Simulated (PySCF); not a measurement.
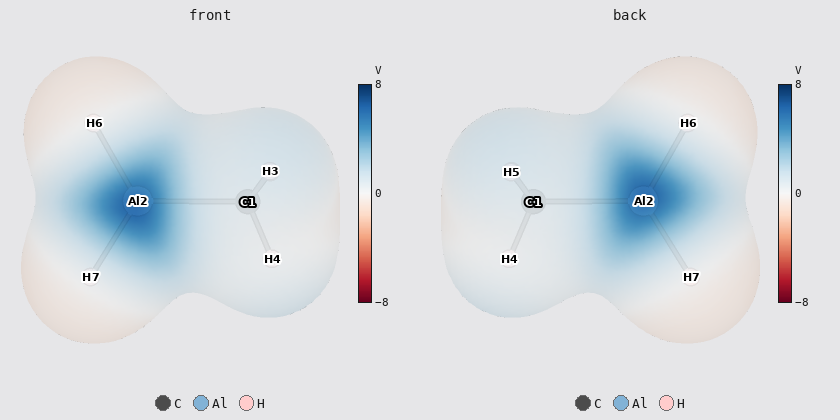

The picture shows: CH₅Al (SMILES [CH3][AlH2]). The electrostatic potential painted on the density surface at 0.004 e/bohr³, seen from the front and from behind; red is negative and blue positive.

Geometry: PBE0-D3(BJ)/ma-def2-SVP.

The calculation used DFT single point, gas phase, functional B3LYP (PySCF).

```xyz
7

C    -0.0374   -0.0044   -0.9035
Al    0.0564   -0.0174    1.0503
H     0.7057    0.6895   -1.3336
H     0.1228   -0.9962   -1.3548
H    -1.0234    0.3609   -1.2417
H    -0.0572    1.3530    1.8569
H     0.2380   -1.3757    1.8646
```

> Where is the surface potential most negative and most positive?

The most negative region (about −0.5 V, or −12 kcal/mol for a unit charge) lies over H6 and H7, the most positive (about +6.2 V, or +143 kcal/mol for a unit charge) over Al2.

> What dipole moment does the calculation give?

Its dipole moment is 0.71 D.
